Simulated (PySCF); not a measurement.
```xyz
16
charge 0, multiplicity 1
C     2.3932   -0.7355   -0.4450
Ge    0.7832    0.0455    0.3770
N     0.7504    1.8262   -0.0164
C    -0.8827   -0.6867   -0.4401
F    -0.8703   -2.0713   -0.2145
Ge   -2.5984   -0.0221    0.2772
H     3.2908   -0.4519    0.0982
H     2.4888   -0.3902   -1.4713
H     2.3287   -1.8199   -0.4505
H     0.7237   -0.2546    1.8736
H    -0.0155    2.3637    0.3656
H     1.6063    2.3327    0.1589
H    -0.8525   -0.5648   -1.5266
H    -2.8631    1.3740   -0.1912
H    -2.5817   -0.0222    1.7725
H    -3.7085   -0.9139   -0.1788
```

Work out the structure from the coordinates.

Formula C₂H₁₀FGe₂N. Its SMILES string is `[CH3][Ge@@H]([NH2])[C@@H](F)[GeH3]`. Among its groups: C–F bond. This geometry has C1 symmetry. Coordination, clear cases only: 2 C tetrahedral; 2 Ge tetrahedral.

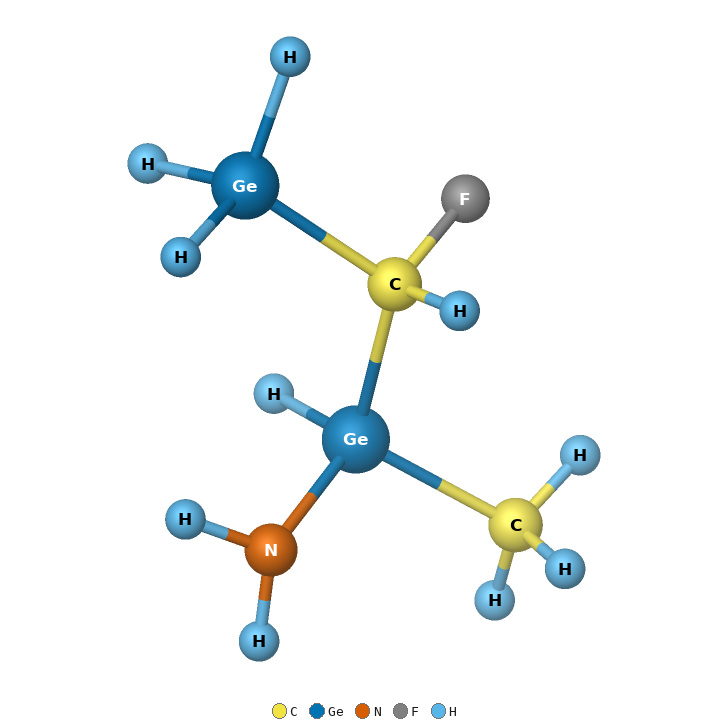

(Drawn from a calculation with PySCF.)
